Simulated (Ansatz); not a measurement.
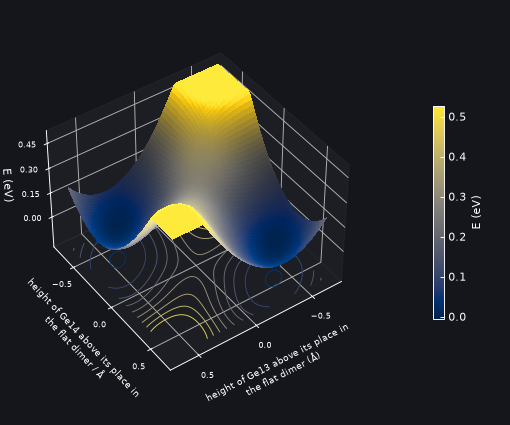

Energy landscape of a Ge(100) slab cut from the Fd-3m phase, its lower face capped with 4 H atoms (18 atoms in the cell). Two atoms of the surface dimers are held at set heights. The first coordinate is: height of Ge13 above its place in the flat dimer; the second: height of Ge14 above its place in the flat dimer. Relaxed at each point: all atoms of the upper layers, but for the two heights. The scan uses a 7 × 7 grid; 28 points were computed and 21 follow by symmetry. Points are written as (first, second). All energies are given in eV relative to the lowest grid point. Theory: Ansatz, DFT LDA, scalar-relativistic, plane waves, PAW. Settings: cutoff 420 eV, k-mesh 6×3×1, gaussian smearing 0.05 eV, no spin polarisation.

In the figure: a relief with its contours projected below, any walls above the top of the colour scale cut off. Between grid points the surface is interpolated. 

Describe this landscape.

Answer. The lowest grid point is at (−0.453 Å, 0.431 Å); the map holds 2 wells of about this depth. No other kind of well shows on this grid. The highest grid point, (−0.669 Å, −0.669 Å), lies 1.094 eV above the lowest. On the interpolated surface the easiest way out of the lowest well to a well of about the same depth near (0.431 Å, −0.453 Å) passes a barrier of about 0.29 eV.

The values on the grid:

```csv
"second ↓, first →",−0.669,−0.453,−0.226,0.000,0.216,0.431,0.647
0.647,0.197,0.073,0.051,0.147,0.325,0.568,0.876
0.431,0.079,0.000,0.022,0.158,0.366,0.566,0.568
0.216,0.084,0.045,0.104,0.247,0.363,0.366,0.325
0.000,0.206,0.200,0.255,0.285,0.247,0.158,0.147
−0.226,0.448,0.431,0.375,0.255,0.104,0.022,0.051
−0.453,0.766,0.654,0.431,0.200,0.045,0.000,0.073
−0.669,1.094,0.766,0.448,0.206,0.084,0.079,0.197
```

Each point was launched as `ansatz run input.yaml --threads 4 --pin off --max-ram 12288MiB --backend cpu --events-out ev --progress --plain --runs-dir out`. The whole map (28 points run) took 51 min on 4 threads of Arm Neoverse V1 (shared host).
